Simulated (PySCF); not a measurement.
## Electronic structure of C₅H₁₁ClSi₂ (SMILES C=CC/C=C(\Cl)[SiH2][SiH3]) in real space

Input file:

```
{"job": {"kind": "nmr", "xc": "PBE0", "basis": "pcSseg-1"}, "charge": 0, "multiplicity": 1}
C     -3.467197     1.217716     0.328080
C     -2.343233     0.929914    -0.299589
C     -1.892906    -0.460658    -0.637743
C     -0.650981    -0.783427     0.136396
C      0.585580    -0.888877    -0.328559
Cl     0.910268    -0.673739    -2.031096
Si     2.164849    -1.206476     0.664376
Si     3.492772     0.684722     0.550345
H     -4.161392     0.450295     0.630265
H     -3.748492     2.231065     0.558872
H     -1.658254     1.715070    -0.591941
H     -1.685912    -0.526322    -1.707938
H     -2.678896    -1.174651    -0.381333
H     -0.786526    -0.911954     1.201728
H      1.714050    -1.577618     2.013005
H      2.765691    -2.408150     0.072111
H      3.935512     0.985187    -0.812569
H      2.793227     1.876435     1.041198
H      4.702036     0.530722     1.363468
```

Launched as:

```sh
OMP_NUM_THREADS=1 python probes_run.py task.json out
```

Geometry: GFN2-xTB.

These are results of PBE0/pcSseg-1, SCF density, gas phase, non-relativistic in PySCF 2.14.0, not measurements.

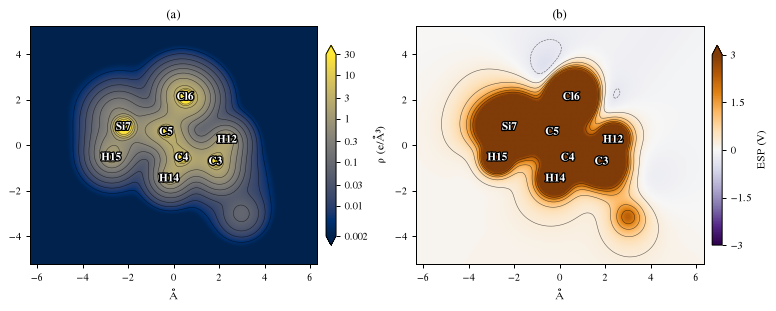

Figure 1. (a) total electron density; (b) molecular electrostatic potential on the plane of atoms C4, C5 and Cl6.

### What does the map show?

The plane passes through C, Cl, Si and H nuclei. C–C (1.33 Å): the density is about 2.3 e/Å³ at the midpoint. C–Cl (1.75 Å): ρ is about 1.4 e/Å³ halfway. C–Si (1.89 Å): the density is about 0.91 e/Å³ at the midpoint. C–H (1.09 Å): ρ at the midpoint is about 2 e/Å³. C–C (1.50 Å): the density is about 1.7 e/Å³ at the midpoint. Outside the dense part of the molecule the potential is most negative (−0.4 V) near Cl6.

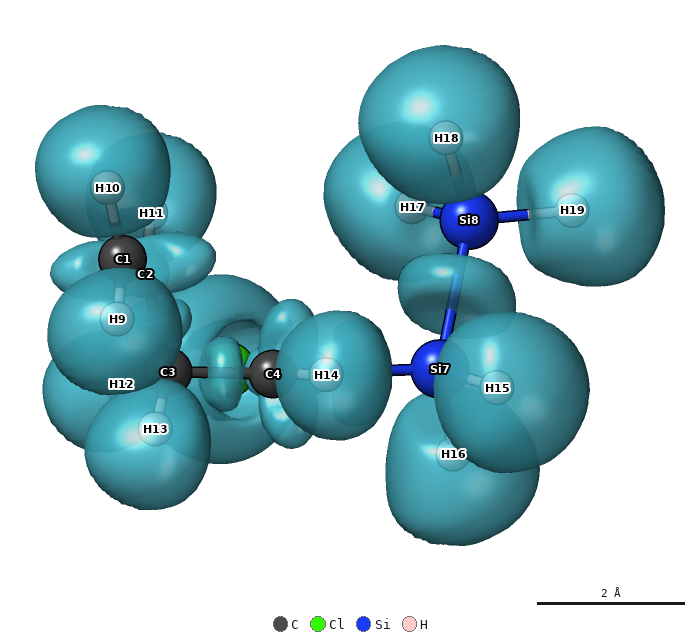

Figure 2. Isosurface of the ELF at 0.8 (cyan), seen at an oblique angle. Core shells and regions of very low density are left out.

### Describe the localisation domains.

The surface consists of four regions between bonded C–C atoms (shared pairs), one region between bonded C–Cl atoms (shared pairs), one region between bonded C–Si atoms (shared pairs), one region between bonded Si–Si atoms (shared pairs), eleven regions around hydrogen nuclei and one ring or bowl of non-bonding electrons around Cl. Along the contacts the grid gives the following. C–C (1.32 Å): the ELF peaks at about 0.90 between the atoms; a short, multiple covalent bond. C–Cl (1.75 Å): the ELF peaks at about 0.90 between the atoms; localised, covalent bonding.

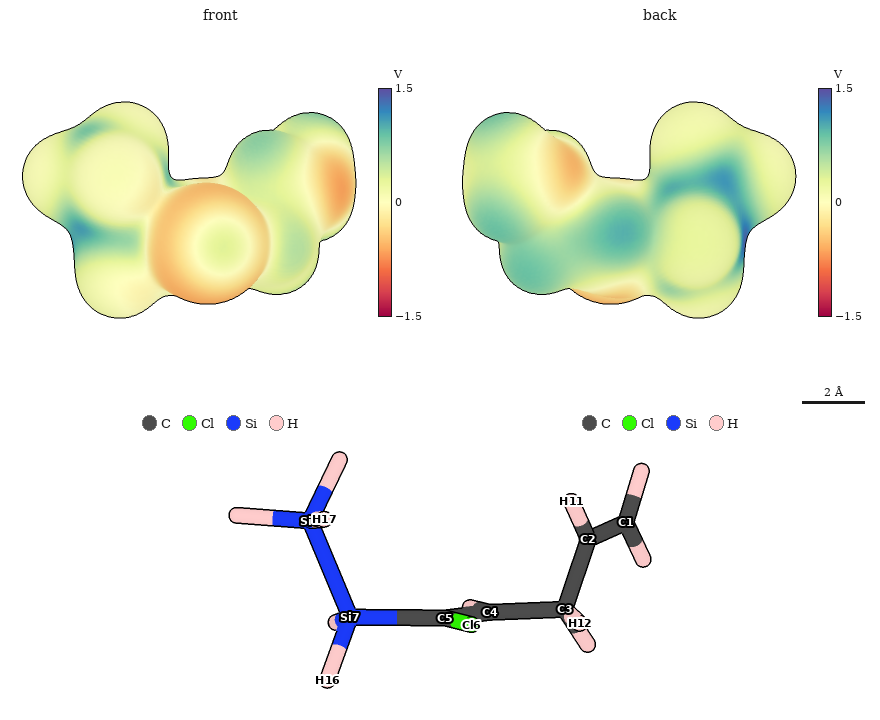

Figure 3. The molecular electrostatic potential painted on the density surface at 0.002 e/bohr³, seen from the front and from behind; the colour scale runs from red (negative) to blue (positive). The bare structure is drawn below in the same view.

### Which sites attract a positive test charge, and which a negative one?

A positive charge is drawn to the negative regions and a negative charge to the positive ones. The most negative region (about −0.6 V, or −14 kcal/mol for a unit charge) lies over C1, C2 and Cl6, the most positive (about +1.2 V, or +28 kcal/mol for a unit charge) over Si7. Cl6 shows a σ-hole: about +0.3 V, or +7 kcal/mol for a unit charge at the tip opposite its bond, against about −0.3 V on its flanks.

### How polar is the molecule by this calculation?

Its dipole moment is 1.46 D.
